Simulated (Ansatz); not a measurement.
# Calculations on SiN2H5

### Relaxation

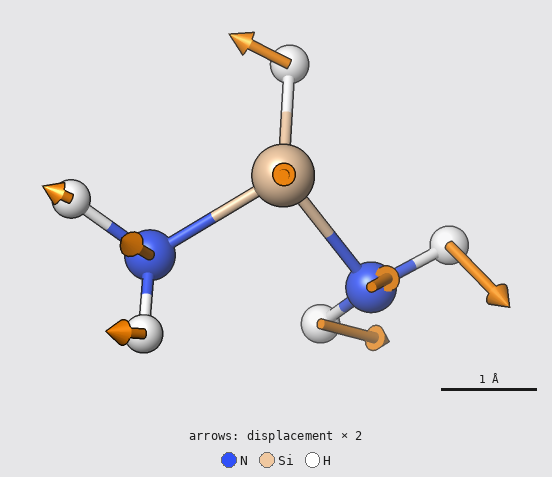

This is a relaxation of SiN2H5 (multiplicity 2). The starting structure is drawn; orange arrows show the displacements, 2 times their true length. The two geometries are superimposed by the best rigid fit.

The picture is a ball-and-stick view, seen at a tilt.

The run prepares an end point of a later path (torsion) calculation, from a guessed geometry.

Computed with UKS B3LYP/def2-SVP in Ansatz. Settings: collinear spin; force threshold 0.015 eV/Å; at most 40 steps.

What happened in the run?

The atom that moves furthest after the best rigid fit is an H atom (0.56 Å). By element the largest moves are H 0.56 Å, N 0.34 Å, Si 0.16 Å. Among the contacts that change: N–Si 1.639 → 1.732 Å, H–N 1.074 → 1.016 Å, N–Si 1.684 → 1.742 Å, H–N 0.962 → 1.017 Å. Among the angles between lasting bonds that change: Si–N–H 105.7° → 122.5°, N–Si–N 90.8° → 105.8°, Si–N–H 109.6° → 122.4°. The energy falls by 121.3 kJ/mol in 7 accepted moves (10 points after the start). The largest force component goes from 4.8 to 0.014 eV/Å. The line search rejected the trial steps at points 5, 6, 9 of the run. The run took 36 s on 1 thread of Arm Neoverse V1 (shared host), peak memory 0.16 GiB.

### Relaxation

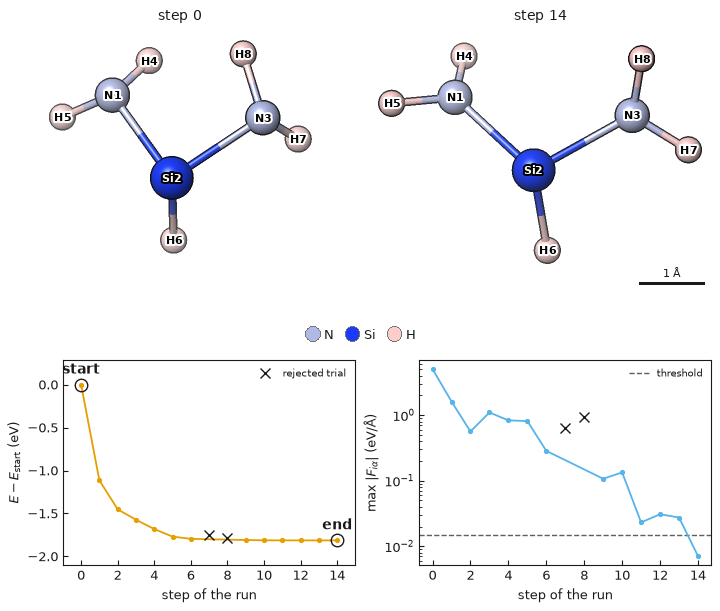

First and last geometry of a relaxation of SiN$_{2}$H$_{5}$ (multiplicity 2), with the history of the run. Style: ball-and-stick. Shown face on.

The run prepares an end point of a later path (torsion) calculation, from a guessed geometry.

Computed with UKS B3LYP/def2-SVP in Ansatz 0.2.0.

Input
```yaml
crystal:
  periodic: [false, false, false]
  atoms:
    - { symbol: "N", position_ang: [-0.7911, 0.4653, -0.9103] }
    - { symbol: Si, position_ang: [0.6647, 0.5567, -0.1631] }
    - { symbol: "N", position_ang: [0.4645, -0.9918, 0.4685] }
    - { symbol: H, position_ang: [-1.3267, -0.12, -0.3662] }
    - { symbol: H, position_ang: [-1.2922, 1.4065, -0.8348] }
    - { symbol: H, position_ang: [0.5126, 1.4955, 0.9715] }
    - { symbol: H, position_ang: [0.32792, -0.92791, 1.46219] }
    - { symbol: H, position_ang: [-0.4833, -1.35466, 0.11636] }
magnetization:
  spin_polarized: true
  initial_magnetization: 1
basis:
  gaussian: { orbitals: def2-SVP }
hamiltonian:
  xc: b3lyp
relax:
  f_tol: 0.015
  max_steps: 40
output:
  orbitals: {}
```

Run as
```bash
ansatz run input.yaml --threads 1 --pin off --max-ram 2048MiB --backend cpu --events-out ev --progress --plain --runs-dir out
```

> Read the history and describe the run.

It converged. The energy falls by 1.814 eV in 12 accepted moves (14 points after the start). Largest force component: 5 eV/Å at the start, 0.0071 eV/Å at the end. The line search rejected the trial steps at points 7, 8 of the run. The atom that moves furthest after the best rigid fit is H4 (0.89 Å). Largest moves by element: H 0.89 Å, N 0.43 Å, Si 0.32 Å. Among the contacts that change: N1–Si2 1.639 → 1.732 Å, Si2–N3 1.684 → 1.742 Å, N3–H8 1.074 → 1.017 Å, N1–H5 1.069 → 1.013 Å. Bond angles that change, for instance: Si2–N1–H4 105.7° → 122.6°, N1–Si2–N3 90.8° → 105.7°, Si2–N1–H5 109.6° → 122.5°. The run took 49 s on 1 thread of Arm Neoverse V1, with other jobs on the host, peak memory 0.16 GiB.

```
step  E − E(0), eV  largest force component, eV/Å      note
   0        0.0000                         5.0467          
   1       -1.1146                         1.6153          
   2       -1.4514                         0.5640          
   3       -1.5728                         1.1004          
   4       -1.6812                         0.8335          
   5       -1.7695                         0.8129          
   6       -1.7950                         0.2852          
   7       -1.7538                         0.6326  rejected
   8       -1.7852                         0.9428  rejected
   9       -1.8092                         0.1073          
  10       -1.8122                         0.1338          
  11       -1.8132                         0.0232          
  12       -1.8134                         0.0308          
  13       -1.8135                         0.0275          
  14       -1.8135                         0.0071
```

### Path

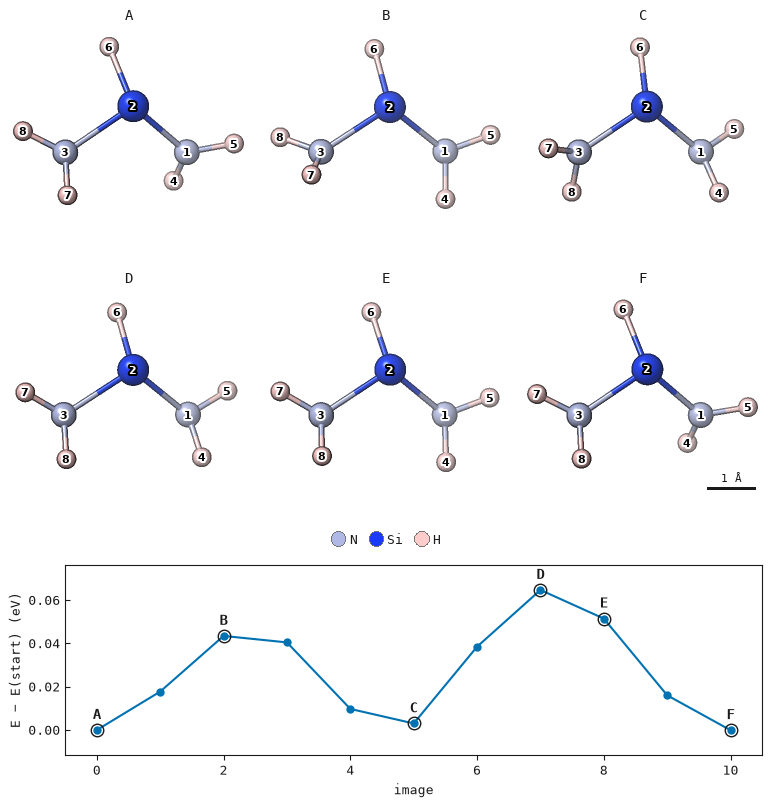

A search for the minimum-energy path of SiN2H5 (multiplicity 2) by the nudged elastic band. Images are numbered from 0 (start) to 10 (end). Frames A to F are images 0, 2, 5, 7, 8, 10. Style: ball-and-stick. Shown at a tilt.

All numbers below come from UKS B3LYP/def2-SVP in Ansatz 0.2.0.

Input
```yaml
crystal:
  periodic: [false, false, false]
  atoms:
    - { symbol: "N", position_ang: [-1.03723, 0.6407, -0.769275] }
    - { symbol: Si, position_ang: [0.541188, 0.589985, -0.057861] }
    - { symbol: "N", position_ang: [0.78476, -1.062777, 0.435317] }
    - { symbol: H, position_ang: [-1.821234, 0.110094, -0.397515] }
    - { symbol: H, position_ang: [-1.327839, 1.382729, -1.395461] }
    - { symbol: H, position_ang: [0.745393, 1.368703, 1.223885] }
    - { symbol: H, position_ang: [0.738057, -1.811284, -0.250908] }
    - { symbol: H, position_ang: [1.468905, -1.27535, 1.156118] }
magnetization:
  spin_polarized: true
  initial_magnetization: 1
basis:
  gaussian: { orbitals: def2-SVP }
hamiltonian:
  xc: b3lyp
neb:
  order_check: false
  images: 9
  f_tol: 0.05
  max_iterations: 60
  initial_path: idpp
  final_atoms:
    - { symbol: "N", position_ang: [-1.03852628, 0.64139975, -0.76465637] }
    - { symbol: Si, position_ang: [0.54092329, 0.5908548, -0.05642626] }
    - { symbol: "N", position_ang: [0.78469322, -1.06227655, 0.43637937] }
    - { symbol: H, position_ang: [-1.82531776, 0.11770803, -0.38894312] }
    - { symbol: H, position_ang: [-1.32552979, 1.37301752, -1.40389598] }
    - { symbol: H, position_ang: [0.74866213, 1.36830467, 1.22569849] }
    - { symbol: H, position_ang: [1.4801747, -1.27616819, 1.14621216] }
    - { symbol: H, position_ang: [0.72692048, -1.81004002, -0.25006829] }
```

Launched with:
```bash
ansatz run input.yaml --threads 1 --pin off --max-ram 2048MiB --backend cpu --events-out ev --progress --plain --runs-dir out
```

Q: What happens along the path, and what is the barrier?

A: The path has more than one stage, and so few images may leave a stage unresolved. No bond forms or breaks between the ends. Bond angles that change up to the highest image, for instance: N1–Si2–H6 117.1° → 106.9°, Si2–N1–H5 122.4° → 115.7°. The barrier is about 0.065 eV in both directions, with image 7 at the top; the ends have the same energy. The profile has 2 maxima (images 2, 7) with a dip at image 5 (0.003 eV), so the process runs in steps. The band converged in 15 iterations. The largest component of the band force went from 0.65 to 0.042 eV/Å. The climbing image converged on the top of the path. Its vibrational analysis gives one imaginary mode (201i cm⁻¹), as a transition state must have.
